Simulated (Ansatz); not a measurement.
Base system: AlN in the wurtzite structure (space group P6_3mc, No. 186; a = 3.089 Å, c = 4.943 Å).

It is then changed as follows: every lattice vector is stretched by 1.20 %; the atoms relax in the strained cell.

Level of theory: plane-wave PAW DFT at the LDA level (Ansatz, a quantum-chemistry and plane-wave program, 420 eV), no spin-orbit coupling.

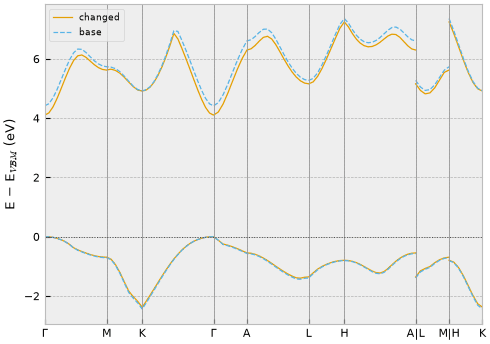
Figure. Highest valence and lowest conduction band along the path, each from its own valence-band maximum

Problem. From the figure, how large is the changed gap, and is it direct?

Solution. About 4.1 eV, direct at Γ.

Whether these cells are dynamically stable was not tested.
